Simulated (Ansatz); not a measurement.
# CH5ClFNSn: rigid torsion scan, by script

A script is to give a rigid torsion scan; the system is CH5ClFNSn. SMILES: C[NH][SnH]([F])[Cl].

Program: Ansatz 0.2.0, driven from Python. Level of theory: PBE0/def2-SVP. These are calculated values, not measurements.

### 1 Starting point

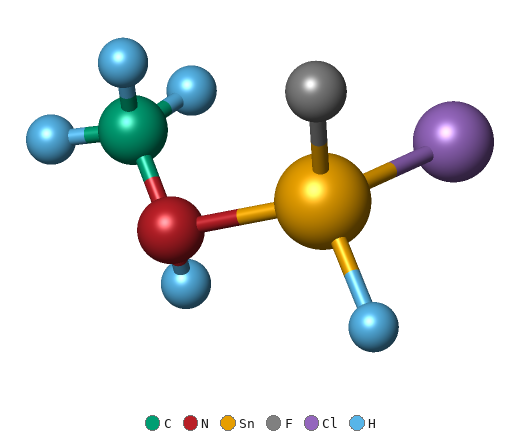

The structure that the script starts from, seen from a chosen angle (carbon teal, nitrogen red, tin amber, fluorine grey, chlorine purple, hydrogen blue).

The script holds or builds the structure itself.

### 2 The code

torsion_ch5clfnsn.py

```python
"""Energy of CH5ClFNSn as one group turns about a bond."""

import ansatz as az
from ase import Atoms

SETTINGS = {
    "basis_set": "def2-SVP",
    "functional": "PBE0",
    "fmax": 0.02,
}

atoms = Atoms(["C", "N", "Sn", "F", "Cl", "H", "H", "H", "H", "H"], positions=[
    (-1.2625, -0.1114, -0.6068),
    (-0.2877, -0.9815, -0.1316),
    (1.1402, 0.1254, 0.822),
    (0.443, 1.1315, 2.2932),
    (2.1668, 1.6149, -0.7041),
    (-0.8744, 0.6936, -1.321),
    (-2.0666, -0.6421, -1.1499),
    (-1.7497, 0.4764, 0.2287),
    (0.1763, -1.402, -0.92),
    (2.3977, -0.9561, 1.4925),
])

# relax first, so that the scan starts from a minimum
first = (
    az.Crystal.molecule_from_ase(atoms).calculation()
    .basis(gaussian=SETTINGS["basis_set"])
    .functional(SETTINGS["functional"])
    .accuracy("medium")
    .scf(lower_state_search="light")
    .relax(force_tolerance=SETTINGS["fmax"], max_steps=80)
)
atoms.positions = first.run().report["positions_ang"]

start = atoms.get_dihedral(0, 1, 2, 3)
energies = {}
for turn in range(0, 360, 40):
    turned = atoms.copy()
    turned.set_dihedral(0, 1, 2, 3, start + turn, indices=[2, 3, 4, 9])
    calculation = (
        az.Crystal.molecule_from_ase(turned).calculation()
        .basis(gaussian=SETTINGS["basis_set"])
        .functional(SETTINGS["functional"])
        .accuracy("medium")
        .scf(lower_state_search="light")
    )
    energies[round((start + turn) % 360)] = calculation.run().report["free_energy_ev"]
floor = min(energies.values())
print("dihedral C0-N1-Sn2-F3 (deg)   E - E(min) (kJ/mol)")
for angle, e in sorted(energies.items()):
    print(f"{angle:8d} {96.485332 * (e - floor):14.3f}  " + "#" * int(30 * (e - floor) / max(max(energies.values()) - floor, 1e-9)))
```

### 3 The calls as engine input

The package turns the script's settings into the engine's input (first run):

```yaml
crystal:
  periodic: [false, false, false]
  atoms:
    - { symbol: C, position_ang: [-1.2625, -0.1114, -0.6068] }
    - { symbol: "N", position_ang: [-0.2877, -0.9815, -0.1316] }
    - { symbol: Sn, position_ang: [1.1402, 0.1254, 0.822] }
    - { symbol: F, position_ang: [0.443, 1.1315, 2.2932] }
    - { symbol: Cl, position_ang: [2.1668, 1.6149, -0.7041] }
    - { symbol: H, position_ang: [-0.8744, 0.6936, -1.321] }
    - { symbol: H, position_ang: [-2.0666, -0.6421, -1.1499] }
    - { symbol: H, position_ang: [-1.7497, 0.4764, 0.2287] }
    - { symbol: H, position_ang: [0.1763, -1.402, -0.92] }
    - { symbol: H, position_ang: [2.3977, -0.9561, 1.4925] }
accuracy: medium
basis:
  gaussian:
    orbitals: def2-SVP
hamiltonian:
  xc: pbe0
scf:
  lower_state_search: light
relax:
  f_tol: 0.02
  max_steps: 80
```

### 4 The run

Launch:

```
> python torsion_ch5clfnsn.py
```

Output:

```text
dihedral C0-N1-Sn2-F3 (deg)   E - E(min) (kJ/mol)
       6          3.944  ########
      46          0.000
      86          4.487  #########
     126         12.027  ########################
     166         14.606  ##############################
     206         11.663  #######################
     246          8.498  #################
     286          6.895  ##############
     326          6.762  #############
```

It took 2.3 min on 1 thread of Arm Neoverse V2, shared host; peak memory 0.36 GiB.

### 5 The relaxation of run 0, step by step

Step by step:

| step | E - E(step 1) (eV) | largest force component (eV/Å) |
| --- | --- | --- |
| 1 | 0.0000 | 2.7618 |
| 2 | -0.2578 | 1.5420 |
| 3 | -0.3504 | 0.5508 |
| 4 | -0.3735 | 0.2326 |
| 5 | -0.3791 | 0.1872 |
| 6 | -0.3790 | 0.2086 |
| 7 | -0.3822 | 0.0229 |
| 8 | -0.3835 | 0.0573 |
| 9 | -0.3838 | 0.0454 |
| 10 | -0.3843 | 0.0653 |
| 11 | -0.3845 | 0.0318 |
| 12 | -0.3846 | 0.0092 |
| 13 | -0.3847 | 0.0220 |
| 14 | -0.3847 | 0.0189 |

Step 1 is the start. Step 6 was tried and not accepted.

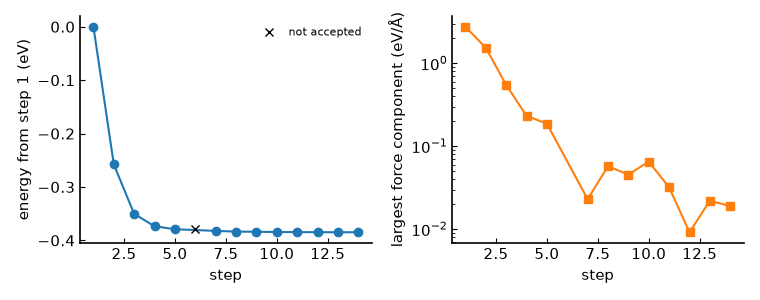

Energy and largest force along the relaxation.

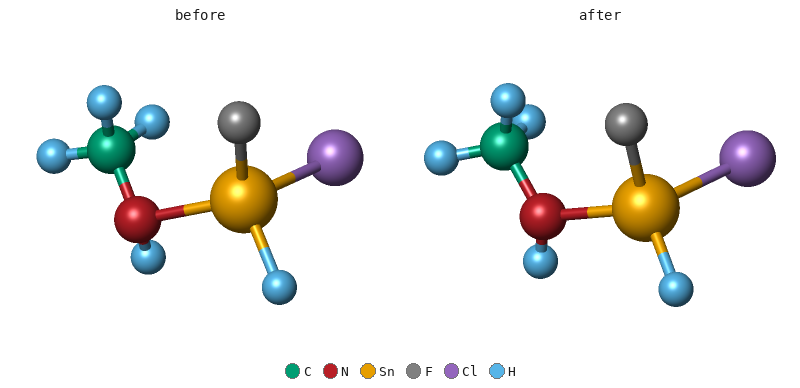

The structure before (left) and after (right) the relaxation, drawn at the same scale.

Before: Bond lengths: C1–N2 1.390 Å, N2–Sn3 2.043 Å, Sn3–F4 1.914 Å, Sn3–Cl5 2.367 Å, C1–H6 1.144 Å, C1–H7 1.106 Å, C1–H8 1.132 Å, N2–H9 1.007 Å, Sn3–H10 1.789 Å. Angles (14 of 15 angles, heavy atoms first): C1–N2–Sn3 108.1°, N2–Sn3–F4 112.9°, N2–Sn3–Cl5 110.1°, F4–Sn3–Cl5 108.8°, C1–N2–H9 108.5°, Sn3–N2–H9 105.6°, N2–C1–H6 114.6°, N2–C1–H7 112.2°, N2–C1–H8 112.0°, N2–Sn3–H10 109.8°, F4–Sn3–H10 106.6°, Cl5–Sn3–H10 108.5°, H6–C1–H7 106.1°, H6–C1–H8 104.0°.

After: Bond lengths: C1–N2 1.452 Å, N2–Sn3 2.007 Å, Sn3–F4 1.934 Å, Sn3–Cl5 2.352 Å, C1–H6 1.106 Å, C1–H7 1.103 Å, C1–H8 1.100 Å, N2–H9 1.017 Å, Sn3–H10 1.699 Å. Angles (14 of 15 angles, heavy atoms first): C1–N2–Sn3 119.7°, N2–Sn3–F4 102.5°, N2–Sn3–Cl5 113.7°, F4–Sn3–Cl5 103.5°, C1–N2–H9 113.0°, Sn3–N2–H9 114.2°, N2–C1–H6 114.7°, N2–C1–H7 110.0°, N2–C1–H8 109.5°, N2–Sn3–H10 116.0°, F4–Sn3–H10 109.9°, Cl5–Sn3–H10 110.2°, H6–C1–H7 107.9°, H6–C1–H8 107.7°.

Run 0 is this relaxation; the runs after it count from 1.

### 6 The engine's runs

One row for each of the 9 runs:

| run | turn (°) | energy from run 1 (eV) | SCF cycles | CPU time (s) |
| --- | --- | --- | --- | --- |
| 1 | 0 | 0.0000 | 19 | 4.7 |
| 2 | 40 | 0.0465 | 19 | 4.5 |
| 3 | 80 | 0.1247 | 18 | 4.3 |
| 4 | 120 | 0.1514 | 18 | 4.1 |
| 5 | 160 | 0.1209 | 18 | 4.2 |
| 6 | 200 | 0.0881 | 18 | 4.5 |
| 7 | 240 | 0.0715 | 18 | 4.2 |
| 8 | 280 | 0.0701 | 18 | 4.1 |
| 9 | 320 | 0.0409 | 19 | 4.4 |

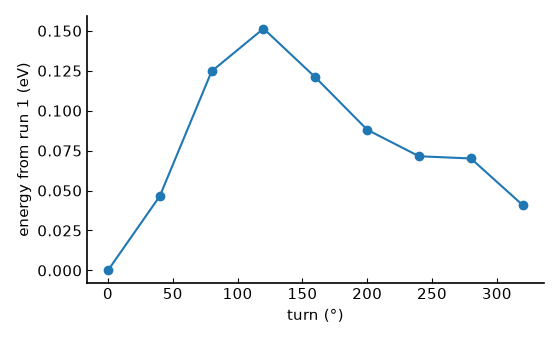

Energy against turn; lines join the points.

### 7 What came out

| quantity | value |
| --- | --- |
| runs compared | 9 |
| range of energy | 0.151 eV |
| lowest point, turn (°) | 0 |

**Reading.** The lowest point lies at a turn of 0°, the highest 0.151 eV (14.6 kJ/mol) above it at 120°. The grid can miss the true lowest and highest points, and the rest of the molecule is held rigid. Run 0: After 12 moves the largest shift is 0.396 Å. Caveats:
- The scan is rigid and the energies are electronic, in a modest basis. With rigid groups the curve can differ much from the relaxed path, the start wasn't checked as a minimum of this torsion, and equivalent turns needn't return to the same energy.
- def2 sets replace the cores of elements past krypton by effective core potentials.
